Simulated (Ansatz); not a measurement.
# CHFO (SMILES O=CF) at 3 levels

Aim: a comparison of 3 runs (HF/STO-3G, MP2/STO-3G, CCSDT(Q)/STO-3G) of CHFO. 

Program for the calculation: Ansatz 0.2.0.

62 further runs of the same task are left out: 2 that didn't finish, 60 set aside as unsound or not needed.

## (1) Starting point

The species is CHFO (4 atoms), meant as a singlet with charge 0. As SMILES, `O=CF`. The H4–C2 distance was set to 1.371 Å, away from the relaxed value.

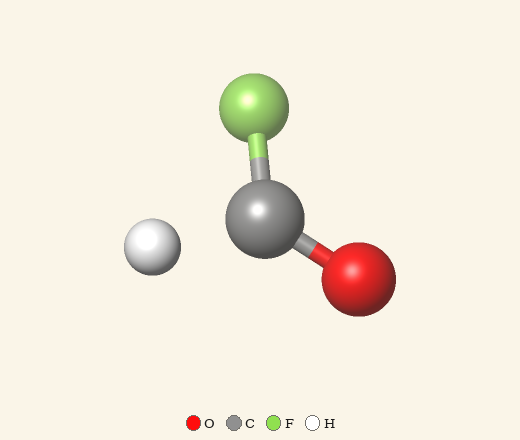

The structure, seen from a chosen angle (oxygen red, carbon grey, fluorine green, hydrogen white).

## (2) A single-point energy at HF/STO-3G (run 1)

File run.yaml:

```yaml
crystal:
  periodic: [false, false, false]
  atoms:
    - {symbol: O, position_ang: [-0.988585, 0.012261, 1.000050]}
    - {symbol: C, position_ang: [-0.145645, -0.121399, 0.193930]}
    - {symbol: F, position_ang: [0.485955, -1.280729, -0.009510]}
    - {symbol: H, position_ang: [0.350540, 0.823120, -0.667550]}
basis:
  gaussian:
    orbitals: STO-3G
total_charge: 0
hamiltonian:
  xc: hf
accuracy: high
```

On the command line:

```bash
ansatz run run.yaml --threads 1 --pin off --max-ram 3480MiB --events-out events.jsonl --progress --plain --runs-dir runs
```

Output:

```text
Warning: RAYON_NUM_THREADS=1 ignored (pool sized by the plan → 1); use --threads N
Functional definition: HF
  name "HF"
  exchange = exact_x
  correlation = 0
273 factors; integrals over basis functions are off by at most 3.0e-8 eV
mean field evaluation 1: about -5704.3451 eV, gradient 3.6e1 eV
mean field evaluation 2: about -5704.4298 eV, gradient 3.7e1 eV
mean field evaluation 4: about -5708.6398 eV, gradient 2.7e0 eV
mean field evaluation 8: about -5708.7022 eV, gradient 9.7e-2 eV
mean field -5708.70219943 eV, -209.7909363315 hartree, gradient 1.4e-8 eV, S^2 0.000000; 0 other end points of the search recorded, 0 dependent functions left out
reference -5708.70219943 eV, -209.7909363315 hartree; 12, 12 occupied and 4, 4 virtual orbitals, 273 factors
Total energy: -5708.70219943 eV, -209.7909363315 hartree
```

Run time: 0.12 s. Hardware: 1 thread of Intel Xeon Platinum 8259CL at 2.50GHz (Skylake/Cascade Lake), shared host.

## (3) A single-point energy at MP2/STO-3G (run 2)

File job.yaml:

```yaml
crystal:
  periodic: [false, false, false]
  atoms:
    - {symbol: O, position_ang: [-0.988585, 0.012261, 1.000050]}
    - {symbol: C, position_ang: [-0.145645, -0.121399, 0.193930]}
    - {symbol: F, position_ang: [0.485955, -1.280729, -0.009510]}
    - {symbol: H, position_ang: [0.350540, 0.823120, -0.667550]}
basis:
  gaussian: {orbitals: STO-3G}
magnetization: {spin_polarized: false, initial_magnetization: 0}
correlation: {method: mp2, frozen_orbitals: {C: 1, F: 1, H: 0, O: 1}}
accuracy: high
```

On the command line:

```bash
ansatz run job.yaml --threads 1 --pin off --max-ram 3480MiB --events-out events.jsonl --progress --plain --runs-dir runs
```

Output:

```text
Warning: RAYON_NUM_THREADS=1 ignored (pool sized by the plan → 1); use --threads N
[... 4 set-up lines as earlier in the session ...]
273 factors; integrals over basis functions are off by at most 3.0e-8 eV
mean field evaluation 1: about -5704.3451 eV, gradient 3.6e1 eV
mean field evaluation 2: about -5704.4298 eV, gradient 3.7e1 eV
mean field evaluation 4: about -5708.6398 eV, gradient 2.7e0 eV
mean field evaluation 8: about -5708.7022 eV, gradient 9.7e-2 eV
mean field -5708.70219943 eV, -209.7909363315 hartree, gradient 1.4e-8 eV, S^2 0.000000; 0 other end points of the search recorded, 0 dependent functions left out; unrestricted orbitals would lower it
mean field evaluation 16: about -5708.4334 eV, gradient 2.0e0 eV
3 core orbitals not correlated: weight in the atoms' cores, before any rotation towards them, 1.000 or more for the frozen orbitals, at most 0.000 for the correlated occupied ones
reference -5708.70219943 eV, -209.7909363315 hartree; 9, 9 occupied and 4, 4 virtual orbitals, 273 factors
second order -3.85542923 eV of doubles, -0.00000000 eV of singles
Total energy: -5712.55762865 eV, -209.9326207424 hartree
```

It took 0.14 s on 1 thread of Intel Xeon Platinum 8259CL at 2.50GHz (Skylake/Cascade Lake), shared host.

## (4) The energy at CCSDT(Q)/STO-3G (run 3)

File job.yaml:

```yaml
crystal:
  periodic: [false, false, false]
  atoms:
    - symbol: O
      position_ang: [-0.988585, 0.012261, 1.000050]
    - symbol: C
      position_ang: [-0.145645, -0.121399, 0.193930]
    - symbol: F
      position_ang: [0.485955, -1.280729, -0.009510]
    - symbol: H
      position_ang: [0.350540, 0.823120, -0.667550]
basis:
  gaussian: {orbitals: STO-3G}
magnetization: {spin_polarized: false}
correlation: {method: ccsdt_q, frozen_orbitals: {C: 1, F: 1, H: 0, O: 1}}
accuracy: high
scf: {omitted_lower_state_checks: [cluster_reference, increment]}
```

On the command line:

```bash
ansatz run job.yaml --threads 1 --pin off --max-ram 3480MiB --events-out events.jsonl --progress --plain --runs-dir runs
```

Output:

```text
Warning: RAYON_NUM_THREADS=1 ignored (pool sized by the plan → 1); use --threads N
[... 11 lines left out ...]
3 core orbitals not correlated: weight in the atoms' cores, before any rotation towards them, 1.000 or more for the frozen orbitals, at most 0.000 for the correlated occupied ones
[... 27 lines left out ...]
Total energy: -5713.46361586 eV, -209.9659151581 hartree
Checks for a lower state left out: cluster_reference, increment
```

Run time: 0.95 s. Hardware: 1 thread of Intel Xeon Platinum 8259CL at 2.50GHz (Skylake/Cascade Lake), shared host.

## (5) The series

| run | level | frozen core orbitals | energy (Eh) | wall time |
| --- | --- | --- | --- | --- |
| 1 | HF/STO-3G | – | -209.790936 | 0.12 s |
| 2 | MP2/STO-3G | 3 | -209.932621 | 0.14 s |
| 3 | CCSDT(Q)/STO-3G | 3 | -209.965915 | 0.95 s |

## (6) Summary of results

| quantity | value |
| --- | --- |
| run 3: total energy | -209.96592 Eh |
| run 3: correlation energy (3 core orbitals frozen) | -175.0 mEh |
| run 3: T1 diagnostic | 0.015 |

Below the HF energy at the same shape and in the same basis (STO-3G): MP2 -141.7 mEh; CCSDT(Q) -175.0 mEh. In runs 2, 3 the log says that unrestricted orbitals would lower the reference, so the values rest on an unstable closed-shell determinant (other closed-shell runs at this shape may share the fault). In runs 1, 2, 3 the basis is minimal, so the values are rough. All runs together took 1.2 s, the longest 0.95 s.
